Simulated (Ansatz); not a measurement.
**NOF (nitrosyl fluoride): RPA@PBE/STO-3G**

What is the vertical ionisation energy of NOF (nitrosyl fluoride) at RPA@PBE/STO-3G? 

The results are computed with Ansatz 0.2.0.

66 further runs of the same task are left out: 15 that didn't finish, 51 set aside as unsound or not needed.

### 1 The molecule

NOF has 3 atoms, charge 0, and is taken as a singlet. As SMILES, `O=NF`. The coordinates come from a GFN2-xTB relaxation.

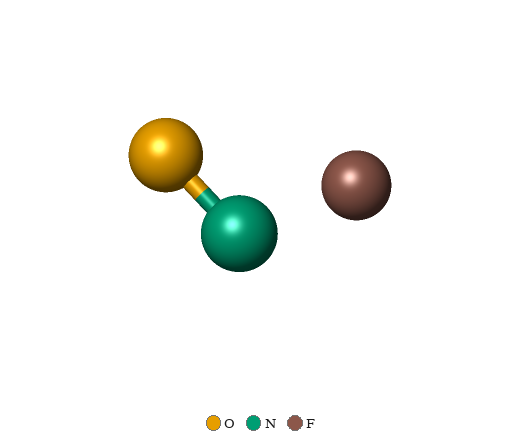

The structure, seen from a chosen angle (oxygen amber, nitrogen teal, fluorine brown).

### 2 A single-point energy at RPA@PBE/STO-3G

Contents of job.yaml:

```yaml
basis:
  gaussian:
    orbitals: STO-3G
crystal:
  periodic: [false, false, false]
  atoms:
    - {symbol: O, position_ang: [0.881240, 0.243070, 0.511850]}
    - {symbol: N, position_ang: [0.147270, -0.481640, 0.029090]}
    - {symbol: F, position_ang: [-1.028520, 0.238580, -0.540950]}
hamiltonian:
  xc: {name: PBE}
correlation:
  method: rpa
  frozen_orbitals: {F: 1, "N": 1, O: 1}
accuracy: high
```

The run is started by

```bash
$ ansatz run job.yaml --threads 1 --pin off --max-ram 2610MiB --events-out events.jsonl --progress --plain --runs-dir runs
```

The log of the run:

```text
Warning: RAYON_NUM_THREADS=1 ignored (pool sized by the plan → 1); use --threads N
Functional definition: PBE
  name "PBE"
  parameter kappa = 0.804
  parameter beta = 0.06672455060314922
  exchange = pbe_x(kappa = kappa, mu = beta*pi^2/3)
  correlation = pbe_c(beta = beta)
251 factors; integrals over basis functions are off by at most 3.5e-8 eV
mean field evaluation 1: about -6156.8955 eV, gradient 1.5e1 eV
mean field evaluation 2: about -6156.8368 eV, gradient 1.5e1 eV
mean field evaluation 4: about -6156.6653 eV, gradient 2.1e1 eV
mean field evaluation 8: about -6157.6418 eV, gradient 7.1e-2 eV
mean field evaluation 16: about -6157.6418 eV, gradient 6.1e-7 eV
mean field evaluation 32: about -6146.0705 eV, gradient 2.5e1 eV
mean field -6157.64176604 eV, -226.2891611026 hartree, gradient 4.2e-9 eV, S^2 0.000000; 2 other end points of the search recorded, 0 dependent functions left out
3 core orbitals not correlated: weight in the atoms' cores, before any rotation towards them, 1.000 or more for the frozen orbitals, at most 0.000 for the correlated occupied ones
reference -6134.86506766 eV, -225.4521328756 hartree; 9, 9 occupied and 3, 3 virtual orbitals, 251 factors
Total energy: -6143.29790065 eV, -225.7620337720 hartree
```

Run time: 1.1 s. Hardware: 1 thread of Arm Neoverse V1, shared host.

### 3 The doublet cation at the same level

Contents of run.yaml:

```yaml
crystal:
  periodic: [false, false, false]
  atoms:
    - {symbol: O, position_ang: [0.881240, 0.243070, 0.511850]}
    - {symbol: "N", position_ang: [0.147270, -0.481640, 0.029090]}
    - {symbol: F, position_ang: [-1.028520, 0.238580, -0.540950]}
basis:
  gaussian:
    orbitals: STO-3G
total_charge: 1
hamiltonian:
  xc: pbe
accuracy: high
magnetization:
  spin_polarized: true
  initial_magnetization: 1
correlation:
  method: rpa
  frozen_orbitals: {F: 1, "N": 1, O: 1}
```

The run is started by

```bash
$ ansatz run run.yaml --threads 1 --pin off --max-ram 2610MiB --events-out events.jsonl --progress --plain --runs-dir runs
```

The log of the run, cut to the lines that bear on the results:

```text
Warning: RAYON_NUM_THREADS=1 ignored (pool sized by the plan → 1); use --threads N
Functional definition: PBE
  name "PBE"
[...]
251 factors; integrals over basis functions are off by at most 3.5e-8 eV
[...]
mean field -6147.97699384 eV, -225.9339872753 hartree, gradient 3.3e-8 eV, S^2 0.754629; 6 other end points of the search recorded, 0 dependent functions left out
3 core orbitals not correlated: weight in the atoms' cores, before any rotation towards them, 1.000 or more for the frozen orbitals, at most 0.000 for the correlated occupied ones
reference -6125.50492365 eV, -225.1081539279 hartree; 9, 8 occupied and 3, 4 virtual orbitals, 251 factors
Total energy: -6135.24902386 eV, -225.4662430057 hartree
```

Wall time 3.9 s (1 thread of Arm Neoverse V1, shared host); peak memory 0.11 GiB.

### 4 What came out

Level: RPA@PBE/STO-3G, 3 core orbitals frozen.

| quantity | value |
| --- | --- |
| singlet NOF: total energy | -225.76203 Eh |
| singlet NOF: RPA correlation energy (valence) | -309.9 mEh |
| doublet cation: total energy | -225.46624 Eh |
| doublet cation: RPA correlation energy (valence) | -358.1 mEh |
| doublet cation: ⟨S²⟩ of the reference determinant | 0.755 |
| vertical ionisation energy (to the doublet cation) | 8.049 eV |

In words: Removing an electron at fixed nuclei costs 8.05 eV (777 kJ/mol). In a minimal basis such a difference can be off by several eV, whatever the method.
